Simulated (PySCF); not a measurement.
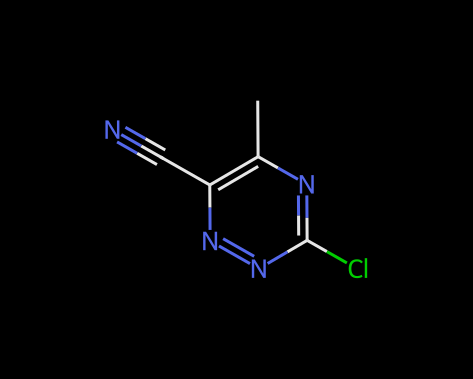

The computed structure is the end point of a GFN2-xTB optimisation. No frequency run is at hand to confirm it as a minimum. Properties computed with PBE0/def2-SVPD, gas phase (PySCF 2.14.0). Excitations: vertical, linear response.

Predict the main results.

The species is C₅H₃ClN₄ (`Cc1nc(Cl)nnc1C#N`).
- dipole moment: 3.53 D
- HOMO energy (Kohn–Sham orbital): −7.76 eV
- LUMO energy (Kohn–Sham orbital): −3.07 eV
- HOMO–LUMO gap: 4.69 eV
- mean static polarisability: 99.2 bohr³
- lowest vertical singlet excitation: 2.96 eV
- its oscillator strength: 0.002
- brightest of the 8 lowest singlets: 5.48 eV
- its oscillator strength: 0.29
